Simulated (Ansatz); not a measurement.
**SiO2 (silicon dioxide molecule) at 6 levels**

Wanted: a comparison of 6 runs (HF/STO-3G, HF/3-21G, HF/cc-pVTZ, HSE06/cc-pVTZ, wB97X/cc-pVTZ, CCSD/cc-pVTZ) of SiO2 (silicon dioxide molecule). 

The calculation is run with Ansatz 0.2.0.

49 further runs of the same task are left out: 10 that didn't finish, 39 set aside as unsound or not needed.

### Step 1. The molecule

SiO2: 3 atoms, total charge 0, spin state singlet. As SMILES, `O=[Si]=O`. One bond was lengthened or shortened from a relaxed shape.

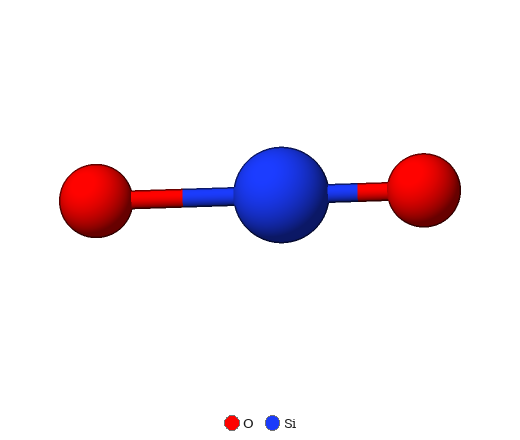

The structure, seen from a chosen angle (oxygen red, silicon blue).

### Step 2. The energy at HF/STO-3G (run 1)

molecule.yaml reads:

```yaml
crystal:
  periodic: [false, false, false]
  atoms:
    - {symbol: O, position_ang: [0.907039, 1.598457, 0.674378]}
    - {symbol: Si, position_ang: [-0.000010, 0.000000, -0.000000]}
    - {symbol: O, position_ang: [-0.697730, -1.229610, -0.518760]}
basis:
  gaussian:
    orbitals: STO-3G
magnetization:
  spin_polarized: false
hamiltonian:
  xc: hf
accuracy: high
output:
  orbitals: {seedname: orbitals}
```

On the command line:

```console
$ ansatz run molecule.yaml --threads 1 --pin off --max-ram 3480MiB --events-out events.jsonl --progress --plain --runs-dir runs
```

Standard output:

```text
Warning: RAYON_NUM_THREADS=1 ignored (pool sized by the plan → 1); use --threads N
Functional definition: HF
  name "HF"
  exchange = exact_x
  correlation = 0
320 factors; integrals over basis functions are off by at most 3.2e-8 eV
mean field evaluation 1: about -11774.4336 eV, gradient 4.7e1 eV
mean field evaluation 2: about -11774.4612 eV, gradient 4.7e1 eV
mean field evaluation 4: about -11783.5321 eV, gradient 1.9e1 eV
mean field evaluation 8: about -11785.2760 eV, gradient 2.1e-1 eV
mean field evaluation 16: about -11785.2654 eV, gradient 1.3e-8 eV
mean field -11785.26536549 eV, -433.1005138421 hartree, gradient 1.3e-8 eV, S^2 0.000000; 0 other end points of the search recorded, 0 dependent functions left out
reference -11785.26536549 eV, -433.1005138421 hartree; 15, 15 occupied and 4, 4 virtual orbitals, 320 factors
Total energy: -11785.26536549 eV, -433.1005138421 hartree
```

Run time: 0.1 s. Hardware: 1 thread of Arm Neoverse V1, shared host.

### Step 3. The energy at HF/3-21G (run 2)

Edit molecule.yaml of step 2 so:

```diff
@@ -8,5 +8,3 @@
   gaussian:
-    orbitals: STO-3G
-magnetization:
-  spin_polarized: false
+    orbitals: 3-21G.json
 hamiltonian:
```

The basis set 3-21G is read from a file made from the Basis Set Exchange's data (not shown).

On the command line:

```console
$ ansatz run molecule.yaml --threads 1 --pin off --max-ram 3480MiB --events-out events.jsonl --progress --plain --runs-dir runs
```

Standard output:

```text
Warning: RAYON_NUM_THREADS=1 ignored (pool sized by the plan → 1); use --threads N
[... 4 set-up lines as earlier in the session ...]
579 factors; integrals over basis functions are off by at most 5.7e-9 eV
mean field evaluation 1: about -11861.1187 eV, gradient 5.3e1 eV
mean field evaluation 2: about -11861.1215 eV, gradient 5.3e1 eV
mean field evaluation 4: about -11867.9682 eV, gradient 1.0e1 eV
mean field evaluation 8: about -11868.5431 eV, gradient 7.9e-1 eV
mean field evaluation 16: about -11868.5538 eV, gradient 2.2e-8 eV
mean field -11868.55384794 eV, -436.1613091171 hartree, gradient 3.6e-8 eV, S^2 0.000000; 0 other end points of the search recorded, 0 dependent functions left out
reference -11868.55384794 eV, -436.1613091171 hartree; 15, 15 occupied and 16, 16 virtual orbitals, 579 factors
Total energy: -11868.55384794 eV, -436.1613091171 hartree
```

It took 0.18 s on 1 thread of Arm Neoverse V1, shared host.

Runs 3 to 5 aren't shown in full; the table further down has their settings and results.

### Step 4. The energy at CCSD/cc-pVTZ (run 6)

input.yaml reads:

```yaml
basis:
  gaussian: {orbitals: cc-pVTZ}
crystal:
  periodic: [false, false, false]
  atoms:
    - {symbol: O, position_ang: [0.907039, 1.598457, 0.674378]}
    - {symbol: Si, position_ang: [-0.000010, 0.000000, -0.000000]}
    - {symbol: O, position_ang: [-0.697730, -1.229610, -0.518760]}
accuracy: high
correlation: {method: ccsd, frozen_orbitals: {O: 1, Si: 5}}
scf: {omitted_lower_state_checks: [cluster_reference, increment]}
```

On the command line:

```console
$ ansatz run input.yaml --threads 1 --pin off --max-ram 3480MiB --events-out events.jsonl --progress --plain --runs-dir runs
```

Standard output:

```text
Warning: RAYON_NUM_THREADS=1 ignored (pool sized by the plan → 1); use --threads N
[... 4 set-up lines as earlier in the session ...]
these checks for a lower state are left out or cut short: cluster_reference, increment
1391 factors; integrals over basis functions are off by at most 3.5e-9 eV
mean field evaluation 1: about -11927.8894 eV, gradient 5.7e1 eV
mean field evaluation 2: about -11927.8989 eV, gradient 5.7e1 eV
mean field evaluation 4: about -11934.7676 eV, gradient 8.1e0 eV
mean field evaluation 8: about -11935.0816 eV, gradient 2.1e-1 eV
mean field evaluation 16: about -11923.2179 eV, gradient 4.4e1 eV
mean field -11935.08253683 eV, -438.6061933389 hartree, gradient 4.7e-8 eV, S^2 0.000000; 1 other end points of the search recorded, 0 dependent functions left out; unrestricted orbitals would lower it
7 core orbitals not correlated: weight in the atoms' cores, before any rotation towards them, 1.000 or more for the frozen orbitals, at most 0.000 for the correlated occupied ones
reference -11935.08253683 eV, -438.6061933389 hartree; 8, 8 occupied and 79, 79 virtual orbitals, 1391 factors
second order -16.12852842 eV of doubles, -0.00000000 eV of singles
cycle   1  -15.05914474 eV  change     1.1e0 eV  update   1.9e-1
cycle   2  -15.83682715 eV  change   -7.8e-1 eV  update   8.7e-2
cycle   3  -16.10565729 eV  change   -2.7e-1 eV  update   5.3e-2
cycle   4  -16.11675063 eV  change   -1.1e-2 eV  update   2.4e-2
cycle   5  -16.10233987 eV  change    1.4e-2 eV  update   1.1e-2
cycle   6  -16.11207233 eV  change   -9.7e-3 eV  update   5.7e-3
cycle   7  -16.11362932 eV  change   -1.6e-3 eV  update   2.0e-3
cycle   8  -16.11267931 eV  change    9.5e-4 eV  update   8.4e-4
cycle   9  -16.11307231 eV  change   -3.9e-4 eV  update   2.7e-4
cycle  10  -16.11333811 eV  change   -2.7e-4 eV  update   1.3e-4
cycle  11  -16.11312771 eV  change    2.1e-4 eV  update   6.7e-5
cycle  12  -16.11315623 eV  change   -2.9e-5 eV  update   3.1e-5
cycle  13  -16.11317240 eV  change   -1.6e-5 eV  update   1.5e-5
cycle  14  -16.11316165 eV  change    1.1e-5 eV  update   4.1e-6
cycle  15  -16.11316721 eV  change   -5.6e-6 eV  update   2.3e-6
cycle  16  -16.11316789 eV  change   -6.8e-7 eV  update   8.1e-7
cycle  17  -16.11316675 eV  change    1.1e-6 eV  update   3.5e-7
cycle  18  -16.11316671 eV  change    4.4e-8 eV  update   1.5e-7
cycle  19  -16.11316664 eV  change    7.2e-8 eV  update   6.9e-8
cycle  20  -16.11316625 eV  change    3.9e-7 eV  update   1.7e-7
cycle  21  -16.11316630 eV  change   -5.4e-8 eV  update   5.9e-8
cycle  22  -16.11316630 eV  change    5.6e-9 eV  update   2.7e-8
cycle  23  -16.11316630 eV  change   -6.3e-9 eV  update   1.3e-8
cycle  24  -16.11316633 eV  change   -2.3e-8 eV  update   7.1e-9
cycle  25  -16.11316633 eV  change   -1.9e-9 eV  update   4.3e-9
cycle  26  -16.11316633 eV  change   -3.1e-9 eV  update   2.8e-9
cycle  27  -16.11316633 eV  change    1.4e-9 eV  update   1.9e-9
cycle  28  -16.11316633 eV  change   6.3e-10 eV  update  8.9e-10
Total energy: -11951.19570316 eV, -439.1983412796 hartree
Checks for a lower state left out: cluster_reference, increment
```

It took 6.6 s on 1 thread of Arm Neoverse V1, shared host; peak memory 0.45 GiB.

### Step 5. The series

| run | level | frozen core orbitals | energy (Eh) | HOMO energy (eV) | LUMO energy (eV) | HOMO–LUMO gap (eV) | wall time |
| --- | --- | --- | --- | --- | --- | --- | --- |
| 1 | HF/STO-3G | – | -433.100514 | -8.13 | 6.91 | 15.04 | 0.1 s |
| 2 | HF/3-21G | – | -436.161309 | -12.64 | 0.95 | 13.59 | 0.18 s |
| 3 | HF/cc-pVTZ | – | -438.606193 | -13.50 | -0.31 | 13.19 | 1.6 s |
| 4 | HSE06/cc-pVTZ | – | -439.619889 | -8.39 | -4.83 | 3.56 | 3.9 s |
| 5 | wB97X/cc-pVTZ | – | -439.861219 | -11.27 | -2.23 | 9.03 | 13 s |
| 6 | CCSD/cc-pVTZ | 7 | -439.198341 | – | – | – | 6.6 s |

### Step 6. Summary of results

| quantity | value |
| --- | --- |
| run 6: total energy | -439.19834 Eh |
| run 6: correlation energy (7 core orbitals frozen) | -592.1 mEh |
| run 6: T1 diagnostic | 0.049 |

Over runs 1, 2, 3, 4, 5 the HOMO–LUMO gap runs from 3.56 eV (HSE06/cc-pVTZ) to 15.04 eV (HF/STO-3G). The two ends differ in method and basis. Totals of different functionals can't be ranked against each other. In run 6 the T1 diagnostic is large, so a single reference may not serve. In run 6 the log says that unrestricted orbitals would lower the reference, so the values rest on an unstable closed-shell determinant (other closed-shell runs at this shape may share the fault). In run 1 the basis is minimal, so the values are rough. All runs together took 25 s, the longest 13 s.
